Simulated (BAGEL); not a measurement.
**S2F2 (Difluorodisulfane) at HF/STO-3G (density fitting with cc-pvqz-jkfit)**

What is the vertical ionisation energy of S2F2 (Difluorodisulfane) at HF/STO-3G (density fitting with cc-pvqz-jkfit)? 

The calculation is run with BAGEL 1.2.2.

4 further runs of the same task are left out: 1 that didn't finish, 3 set aside as unsound or not needed. Runs told in other sessions of the task aren't counted.

**1. The system as given**

S2F2 has 4 atoms, charge 0, and is taken as a singlet. SMILES: `FSSF`. The shape is that of a PBE0-D4/def2-TZVP optimisation.

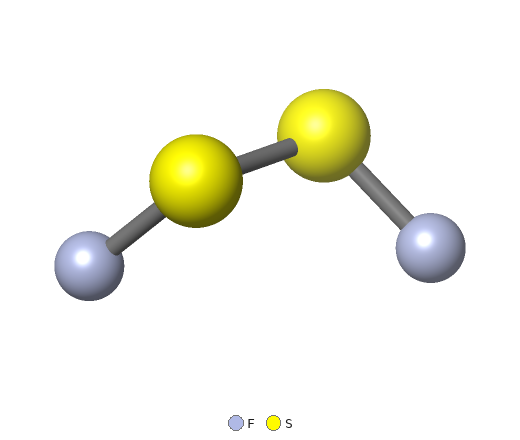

Viewed from a chosen angle; fluorine light blue, sulfur yellow.

**2. The energy at HF/STO-3G (density fitting with cc-pvqz-jkfit)**

File input.json:

```json
{ "bagel" : [

{
  "title" : "molecule",
  "basis" : "sto-3g",
  "df_basis" : "cc-pvqz-jkfit",
  "angstrom" : "true",
  "geometry" : [
    { "atom" : "F", "xyz" : [   -1.783750,   -0.199930,   -0.621590 ] },
    { "atom" : "S", "xyz" : [   -0.467670,    0.764150,   -0.632370 ] },
    { "atom" : "S", "xyz" : [    1.044990,   -0.276390,   -0.184720 ] },
    { "atom" : "F", "xyz" : [    1.206410,   -0.287820,    1.438680 ] }
  ]
},
{ "title" : "hf" },
{ "title" : "print", "file" : "orbitals.molden", "orbitals" : "true" }

]}
```

Launch:

```
BAGEL_NUM_THREADS=1 BAGEL input.json > input.out
```

Log:

```text
* using 1 threads per process

  ===============================================================
  ===============================================================

  *** Geometry ***

  { "atom" : "F", "xyz" : [     -3.370799,     -0.377813,     -1.174635 ] },
  { "atom" : "S", "xyz" : [     -0.883768,      1.444034,     -1.195006 ] },
  { "atom" : "S", "xyz" : [      1.974745,     -0.522301,     -0.349070 ] },
  { "atom" : "F", "xyz" : [      2.279784,     -0.543901,      2.718711 ] },

  Number of auxiliary basis functions:      508

  Since a DF basis is specified, we compute 2- and 3-index integrals:
    o Being stored without compression. Storage requirement is 0.003 GB

  Number of basis functions:       28
  Number of electrons      :       50

    * METHOD: MOLECULE                             0.15

  *** RHF ***

  === Nuclear Repulsion ===
   230.1283191138

      * DIIS with orbital gradients will be used.

  === RHF iteration (sto-3g) ===
      0       -982.22751519          0.01565834           0.02
      1       -982.32642940          0.00384000           0.02
      2       -982.33139115          0.00093534           0.02
      3       -982.33200005          0.00008112           0.02
      4       -982.33200466          0.00001123           0.02
      5       -982.33200475          0.00000274           0.02
      6       -982.33200475          0.00000086           0.02
      7       -982.33200475          0.00000029           0.02
      8       -982.33200475          0.00000005           0.02
      9       -982.33200475          0.00000001           0.02
     10       -982.33200475          0.00000000           0.02
    * SCF iteration converged.

    * Permanent dipole moment:
           (   -0.093322,    -0.078838,     0.132072) a.u.

    * METHOD: HF                                   0.27

    * METHOD: PRINT                                0.00

  ===============================================================
```

Run time: 0.6 s. Hardware: 1 thread of Arm Neoverse V2, shared host.

**3. The doublet cation at the same level**

File hf.json:

```json
{ "bagel": [

{
  "title": "molecule",
  "basis": "sto-3g",
  "df_basis": "cc-pvqz-jkfit",
  "angstrom": true,
  "geometry": [
    { "atom": "F", "xyz": [      -1.783750,      -0.199930,      -0.621590 ] },
    { "atom": "S", "xyz": [      -0.467670,       0.764150,      -0.632370 ] },
    { "atom": "S", "xyz": [       1.044990,      -0.276390,      -0.184720 ] },
    { "atom": "F", "xyz": [       1.206410,      -0.287820,       1.438680 ] }
  ]
},

{
  "title": "uhf",
  "charge": 1,
  "nopen": 1
},

{
  "title": "print",
  "file": "orbitals.molden",
  "orbitals": true
}

]}
```

Launch:

```
BAGEL_NUM_THREADS=1 BAGEL hf.json > hf.out
```

Log:

```text
* using 1 threads per process

  ===============================================================
  ===============================================================

  *** Geometry ***

  { "atom" : "F", "xyz" : [     -3.370799,     -0.377813,     -1.174635 ] },
  { "atom" : "S", "xyz" : [     -0.883768,      1.444034,     -1.195006 ] },
  { "atom" : "S", "xyz" : [      1.974745,     -0.522301,     -0.349070 ] },
  { "atom" : "F", "xyz" : [      2.279784,     -0.543901,      2.718711 ] },

  Number of auxiliary basis functions:      508

  Since a DF basis is specified, we compute 2- and 3-index integrals:
    o Being stored without compression. Storage requirement is 0.003 GB

  Number of basis functions:       28
  Number of electrons      :       50

    * METHOD: MOLECULE                             0.15

  *** Open-shell HF ***

  === Nuclear Repulsion ===
   230.1283191138

      * DIIS with orbital gradients will be used.

  === UHF iteration (sto-3g) ===
      0       -981.90459991          0.03834958           0.04
      1       -982.03141157          0.01680931           0.04
      2       -982.05438717          0.00688578           0.04
      3       -982.05905369          0.00211165           0.04
      4       -982.06165051          0.00087804           0.04
      5       -982.06245253          0.00057269           0.04
      6       -982.06300392          0.00031706           0.04
      7       -982.06318724          0.00009296           0.04
      8       -982.06320728          0.00006205           0.05
      9       -982.06322665          0.00002758           0.04
     10       -982.06323292          0.00001552           0.04
     11       -982.06323515          0.00001106           0.04
     12       -982.06323627          0.00000789           0.04
     13       -982.06323659          0.00000616           0.04
     14       -982.06323687          0.00000201           0.04
     15       -982.06323687          0.00000135           0.04
     16       -982.06323687          0.00000126           0.04
     17       -982.06323687          0.00000129           0.04
     18       -982.06323687          0.00000117           0.04
     19       -982.06323687          0.00000116           0.04
     20       -982.06323687          0.00000114           0.04
     21       -982.06323687          0.00000115           0.04
     22       -982.06323687          0.00000117           0.04
     23       -982.06323687          0.00000118           0.04
     24       -982.06323687          0.00000114           0.04
     25       -982.06323687          0.00000106           0.04
     26       -982.06323687          0.00000074           0.04
     27       -982.06323687          0.00000043           0.04
     28       -982.06323687          0.00000037           0.04
     29       -982.06323687          0.00000022           0.04
     30       -982.06323687          0.00000011           0.04
     31       -982.06323687          0.00000004           0.04
     32       -982.06323687          0.00000002           0.04
     33       -982.06323687          0.00000002           0.04
     34       -982.06323687          0.00000001           0.04
     35       -982.06323687          0.00000001           0.04
    * SCF iteration converged.

    * S^2 (UHF) is 0.7947

    * Permanent dipole moment:
           (   -0.104110,    -0.087968,     0.147360) a.u.

    * METHOD: UHF                                  1.41

    * METHOD: PRINT                                0.00

  ===============================================================
```

It took 1.7 s on 1 thread of Arm Neoverse V2, shared host.

**4. Summary of results**

Level: HF/STO-3G (density fitting with cc-pvqz-jkfit).

| quantity | value |
| --- | --- |
| singlet S2F2: total energy | -982.33200 Eh |
| singlet S2F2: dipole moment | 0.46 D |
| singlet S2F2: HOMO energy | -7.68 eV |
| singlet S2F2: LUMO energy | 9.62 eV |
| singlet S2F2: HOMO–LUMO gap | 17.30 eV |
| doublet cation: total energy | -982.06324 Eh |
| doublet cation: ⟨S²⟩ | 0.795 |
| vertical ionisation energy (to the doublet cation) | 7.314 eV |

Removing an electron at fixed nuclei costs 7.31 eV (706 kJ/mol). The negative HOMO energy of the first species, 7.68 eV, lies 0.37 eV above that difference. In a minimal basis such a difference can be off by several eV, whatever the method.
